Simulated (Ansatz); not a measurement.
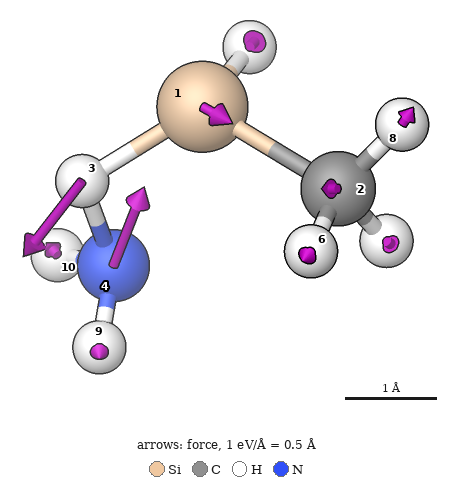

Starting geometry of CH7NSi with the computed forces as purple arrows. A ball-and-stick model, seen from a free direction.

The reaction that was planned forms Si1–H3, Si1–N4 and breaks H3–N4 (atoms numbered from 1 in input order).

The calculation used RKS PBE0-D4/def2-SVP in Ansatz 0.2.0. Settings: held fixed: the distance between atoms 1 (Si) and 3 (H), the distance between atoms 1 (Si) and 4 (N), the distance between atoms 3 (H) and 4 (N), counting from 1; force threshold 0.08 eV/Å; at most 120 steps.

**Is this structure relaxed? If not, where do the atoms go?**

It isn't relaxed: the largest force vector, on an H atom, is 2.36 eV/Å. The final displacements have little in common with the starting forces (cosine between the two patterns 0.15). After 4 accepted moves (5 points after the start) the energy has fallen by 1.58 kcal/mol. The largest force component goes from 0.78 to 0.031 eV/Å. The line search rejected the trial step at point 3 of the run. The largest move after the best rigid fit is that of an H atom, 0.13 Å. By element the largest moves are H 0.13 Å, N 0.10 Å, Si 0.06 Å, C 0.02 Å. Near-neighbour distances that change, for instance: H–Si 1.469 → 1.513 Å, C–H 1.087 → 1.101 Å, H–N 1.009 → 1.020 Å, C–Si 1.899 → 1.893 Å. Among the angles between lasting bonds that change: H–Si–H 116.6° → 111.5°, Si–C–H 111.0° → 109.0°. The run took about 11 core-seconds on a shared host.
